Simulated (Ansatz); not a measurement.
C$_{2}$H$_{6}$O$_{2}$Sn: phonon calculation

- system: C$_{2}$H$_{6}$O$_{2}$Sn
- method: RKS PBE0-D4/def2-SVP (Ansatz 0.2.0)

It belongs to a series of runs on one base structure; here: vibrations at the highest image of the band. Figures and captions count atoms from 1; the log counts them from 0 in places.

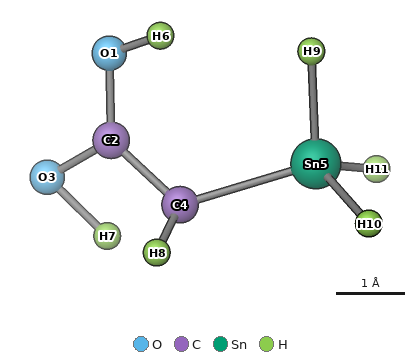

Figure 1. The input geometry (ball-and-stick view, seen at a tilt; atoms are numbered from 1 in the order of the input). Sticks mark near contacts.

### Input
```yaml
crystal:
  periodic: [false, false, false]
  atoms:
    - { symbol: O, position_ang: [0.687697, 0.713892, 1.823243] }
    - { symbol: C, position_ang: [0.957476, -0.296543, 1.035694] }
    - { symbol: O, position_ang: [1.627923, -1.271644, 1.492878] }
    - { symbol: C, position_ang: [0.515158, -0.566984, -0.302524] }
    - { symbol: Sn, position_ang: [-1.2476, 0.333305, -1.07047] }
    - { symbol: H, position_ang: [0.220349, 1.39761, 1.319123] }
    - { symbol: H, position_ang: [1.140194, -1.717725, 0.435136] }
    - { symbol: H, position_ang: [1.361931, -0.554416, -1.003644] }
    - { symbol: H, position_ang: [-1.464638, 1.796252, -0.156824] }
    - { symbol: H, position_ang: [-1.09054, 0.737755, -2.725604] }
    - { symbol: H, position_ang: [-2.642652, -0.628402, -0.826411] }
basis:
  gaussian: { orbitals: def2-SVP }
hamiltonian:
  xc: pbe0
  dispersion: d4
phonons: {}
```

Launched with:
```bash
ansatz run input.yaml --threads 2 --pin off --max-ram 3072MiB --backend cpu --events-out ev --progress --plain --runs-dir out
```

### Output
```
Engine: ansatz 0.2.0, x86_64-unknown-linux-gnu
Functional definition: PBE0
  parameter a = 0.25
  parameter kappa = 0.804
  parameter beta = 0.06672455060314922
  exchange = (1 - a)*pbe_x(kappa = kappa, mu = beta*pi^2/3) + a*exact_x
  correlation = pbe_c(beta = beta)
1317 factors; integrals over basis functions are off by at most 3.9e-4 eV
mean field evaluation 1: about -12076.2549 eV, gradient 5.5e1 eV
mean field evaluation 2: about -12071.5349 eV, gradient 7.0e1 eV
mean field evaluation 4: about -12082.4490 eV, gradient 5.1e0 eV
mean field evaluation 8: about -12082.5364 eV, gradient 5.2e-2 eV
mean field evaluation 16: about -12082.5364 eV, gradient 3.6e-5 eV
mean field -12082.53640402 eV, -444.0250230103 hartree, gradient 3.6e-5 eV, S^2 0.000000; 0 other end points of the search recorded, 0 dependent functions left out
the calculation of the forces begins
reference -12082.53643293 eV, -444.0250240727 hartree; 28, 28 occupied and 84, 84 virtual orbitals, 1317 factors
these checks for a lower state are left out or cut short: stability, starts, cluster_reference, orbital_swaps, neighbouring_geometries, increment
1317 factors; integrals over basis functions are off by at most 3.9e-4 eV
mean field -12082.53634257 eV, -444.0250207523 hartree, gradient 1.6e-6 eV, S^2 0.000000; 0 other end points of the search recorded, 0 dependent functions left out
[... from here on the field's lines of each further geometry are left out, up to the last ...]
the calculation of the forces begins
reference -12082.53642961 eV, -444.0250239507 hartree; 28, 28 occupied and 84, 84 virtual orbitals, 1317 factors
these checks for a lower state are left out or cut short: stability, starts, cluster_reference, orbital_swaps, neighbouring_geometries, increment
1317 factors; integrals over basis functions are off by at most 3.9e-4 eV
mean field -12082.53639822 eV, -444.0250227971 hartree, gradient 2.7e-6 eV, S^2 0.000000; 0 other end points of the search recorded, 0 dependent functions left out
the calculation of the forces begins
reference -12082.53642713 eV, -444.0250238596 hartree; 28, 28 occupied and 84, 84 virtual orbitals, 1317 factors
WARN: phonons: modes at or below zero, which the zero-point energy, F, S and C_V leave out: 1, the lowest at -1954.11 cm⁻¹. A minimum has none, and a first-order saddle one
Total energy: -12082.73680713 eV, -444.0323876890 hartree
Atom 0 at     0.687697     0.713892     1.823243 Å, force    -0.003666    -0.004839     0.000454 eV/Å
Atom 1 at     0.957476    -0.296543     1.035694 Å, force    -0.005315     0.008107    -0.012990 eV/Å
Atom 2 at     1.627923    -1.271644     1.492878 Å, force     0.005493     0.001566     0.004917 eV/Å
Atom 3 at     0.515158    -0.566984    -0.302524 Å, force    -0.004493     0.006201     0.020416 eV/Å
Atom 4 at    -1.247600     0.333305    -1.070470 Å, force    -0.004104     0.001116    -0.003497 eV/Å
Atom 5 at     0.220349     1.397610     1.319123 Å, force     0.003667    -0.005123    -0.002905 eV/Å
Atom 6 at     1.140194    -1.717725     0.435136 Å, force     0.001474    -0.009481    -0.007399 eV/Å
Atom 7 at     1.361931    -0.554416    -1.003644 Å, force     0.005758     0.001465     0.000721 eV/Å
Atom 8 at    -1.464638     1.796252    -0.156824 Å, force     0.000890     0.000995    -0.001423 eV/Å
Atom 9 at    -1.090540     0.737755    -2.725604 Å, force     0.000448    -0.001821    -0.000005 eV/Å
Atom 10 at    -2.642652    -0.628402    -0.826411 Å, force    -0.000153     0.001813     0.001712 eV/Å
Dipole moment:    -0.100016     0.328488    -0.248579 e Å
Vibrations: -1954.11 97.71 106.72 147.76 380.99 416.28 448.66 498.83 568.93 635.59 707.13 727.00 738.92 780.76 783.65 1019.29 1126.55 1197.50 1233.48 1511.65 1657.20 1836.65 1939.45 1942.04 2048.57 3156.07 3788.40 cm⁻¹, zero-point energy 1.828506 eV
```

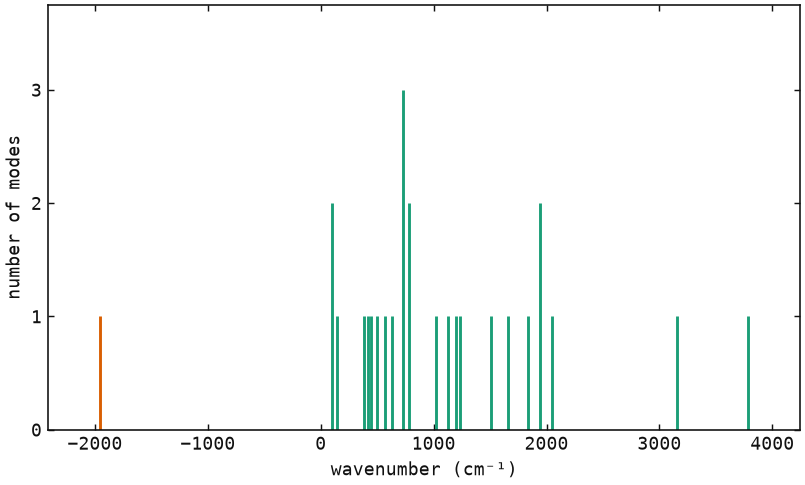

Figure 2. Harmonic vibrational wavenumbers from the force constants; neighbouring modes closer than 26 cm⁻¹ are counted in one stick, and imaginary ones are drawn at negative wavenumbers. 27 modes from 1954i to 3788 cm⁻¹, 1 imaginary beyond 8i (1954i cm⁻¹): a first-order saddle point, if the geometry is stationary.

### Results in brief

```tsv
quantity	value
outcome	converged
total energy	−12082.7368 eV
mean-field energy	−12082.5364 eV
largest force (length of the vector)	0.022 eV/Å
hardware	2 threads of AMD EPYC (Zen 4), 16 GiB of memory available, shared host
wall time	1.9 min (CPU time 3.7 min)
peak memory	0.29 GiB
```
